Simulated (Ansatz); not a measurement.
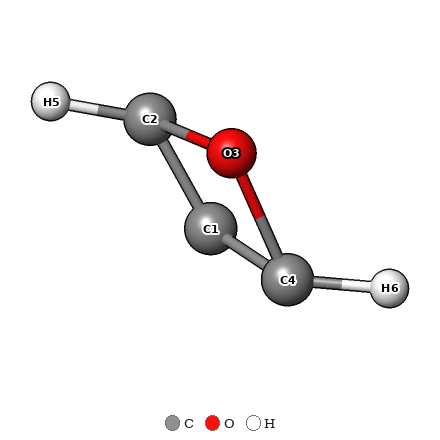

The system is C₃H₂O (SMILES C1=COC=1) with the probe HF; the picture shows it without the atoms that are moved over the map. The probe is moved over a plane parallel to the molecule's main plane, 3.49 Å above it. First axis: x of the probe's F atom. Second axis: y of the probe's F atom. Nothing is relaxed (molecule and probe rigid, the probe upright with F nearest the plane). The scan uses a 15 × 13 grid. Energies: kJ/mol, counted from molecule and probe far apart, each relaxed in its own basis (no counterpoise correction). These are results of RKS r2SCAN0-D4/def2-TZVP in Ansatz, not measurements.

Range: x of the probe's F atom from −3.29 to 3.29 Å; y of the probe's F atom from −2.82 to 2.82 Å.

Question: What landscape does the calculation give?

Answer: The lowest grid point is at x of the probe's F atom = 2.35 Å, y of the probe's F atom = 0.00 Å, −5.3 kJ/mol from molecule and probe far apart, each relaxed in its own basis (no counterpoise correction). No other kind of well shows on this grid. The highest grid point, x of the probe's F atom = −1.88 Å, y of the probe's F atom = −0.47 Å, lies 8.0 kJ/mol above the lowest. Near the minimum the curvatures are about 0.015 and 0.022 eV/Å² along the soft and the stiff direction.

```
y of the probe's F atom ↓, x of the probe's F atom →  −3.29  −2.82  −2.35  −1.88  −1.41  −0.94  −0.47  0.00  0.47  0.94  1.41  1.88  2.35  2.82  3.29
                                                2.82    0.1    0.1    0.0   −0.2   −0.4   −0.7   −1.1  −1.5  −1.9  −2.1  −2.3  −2.4  −2.3  −2.1  −1.9
                                                2.35    0.4    0.4    0.3    0.2   −0.1   −0.5   −1.0  −1.6  −2.1  −2.5  −2.8  −3.0  −3.0  −2.8  −2.4
                                                1.88    0.7    0.8    0.8    0.7    0.4   −0.1   −0.8  −1.5  −2.3  −2.9  −3.4  −3.6  −3.7  −3.4  −3.0
                                                1.41    1.0    1.2    1.4    1.3    1.0    0.4   −0.4  −1.4  −2.4  −3.2  −3.8  −4.3  −4.4  −4.1  −3.6
                                                0.94    1.4    1.7    1.9    2.0    1.7    1.0    0.0  −1.2  −2.4  −3.4  −4.2  −4.7  −4.9  −4.7  −4.2
                                                0.47    1.6    2.1    2.4    2.5    2.1    1.4    0.3  −1.0  −2.3  −3.5  −4.4  −5.0  −5.3  −5.1  −4.5
                                                0.00    1.8    2.3    2.6    2.7    2.4    1.7    0.5  −0.8  −2.2  −3.4  −4.3  −5.0  −5.3  −5.2  −4.6
                                               −0.47    1.8    2.3    2.6    2.7    2.5    1.7    0.7  −0.6  −1.9  −3.1  −4.1  −4.7  −5.0  −4.9  −4.4
                                               −0.94    1.7    2.1    2.4    2.5    2.3    1.7    0.8  −0.3  −1.5  −2.7  −3.6  −4.2  −4.4  −4.3  −3.9
                                               −1.41    1.5    1.9    2.2    2.3    2.1    1.6    0.9   0.0  −1.0  −2.0  −2.8  −3.4  −3.6  −3.5  −3.2
                                               −1.88    1.3    1.6    1.8    1.9    1.9    1.5    1.0   0.3  −0.5  −1.3  −1.9  −2.4  −2.7  −2.6  −2.4
                                               −2.35    1.1    1.3    1.5    1.6    1.6    1.4    1.1   0.6   0.0  −0.6  −1.2  −1.6  −1.8  −1.8  −1.7
                                               −2.82    0.9    1.1    1.3    1.4    1.4    1.3    1.0   0.7   0.3  −0.1  −0.6  −0.9  −1.1  −1.2  −1.1
```

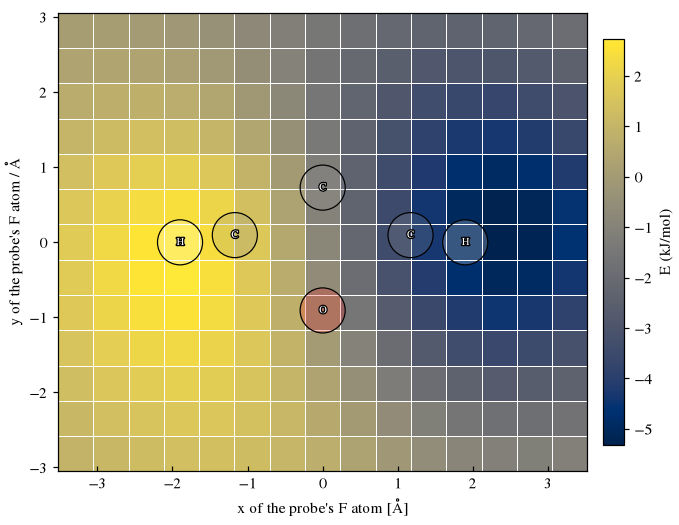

In the figure: one coloured cell a grid point, labelled circles for the molecule's atoms, projected on the plane.

Each point was launched as `ansatz run input.yaml --threads 1 --pin off --max-ram 2560MiB --backend cpu --events-out ev --progress --plain --runs-dir out`. Time for the 195 points that were run: 49 min on 1 thread of Arm Neoverse N1, with other jobs on the host.
